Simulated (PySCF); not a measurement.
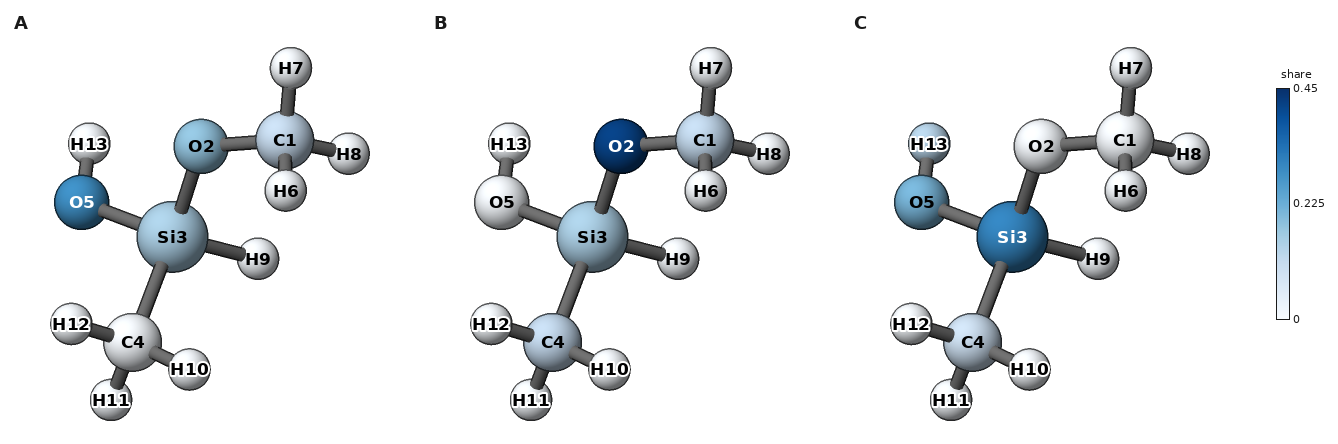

Each panel colours the atoms by their Löwdin share in one orbital (up to four of the largest shares; other atoms are shown as zero). The geometry was computed by an optimisation with PBE0-D3(BJ)/def2-SVP. No frequency run is at hand to confirm it as a minimum. Method: PBE0/def2-TZVPD (PySCF 2.14.0).

> The panels show the HOMO−2, HOMO, LUMO, in some order. Which is which?

A: HOMO−2, −8.99 eV; O5 0.29, O2 0.18, Si3 0.15, C1 0.11
B: HOMO, −7.95 eV; O2 0.42, Si3 0.15, C1 0.12, C4 0.11
C: LUMO, 0.16 eV; Si3 0.30, O5 0.21, H13 0.13, C4 0.09
